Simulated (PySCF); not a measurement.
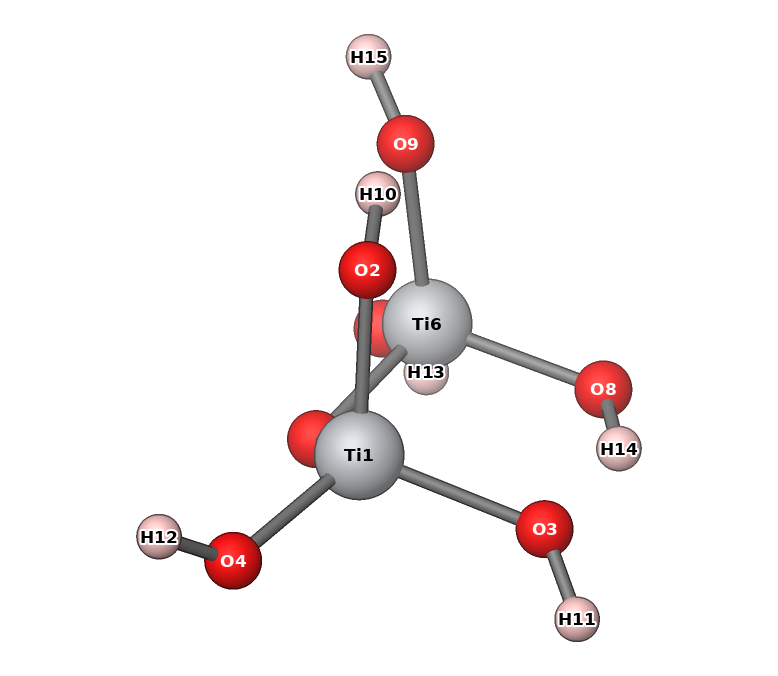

O5 lies behind Ti1. The molecule seen a little off the Ti1–O5 bond, Ti1 in front. Depth is shown by fading: the farther an atom, the more it takes the colour of the background. Charge 0, singlet. Computed geometry: PBE0-D3(BJ)/def2-SVP optimisation. No frequency run is at hand to confirm it as a minimum.

Question: What is the torsion angle O2–Ti1–O5–Ti6? The sign is positive where the front bond must turn clockwise to cover the back bond.

Answer: 52°, synclinal (gauche).
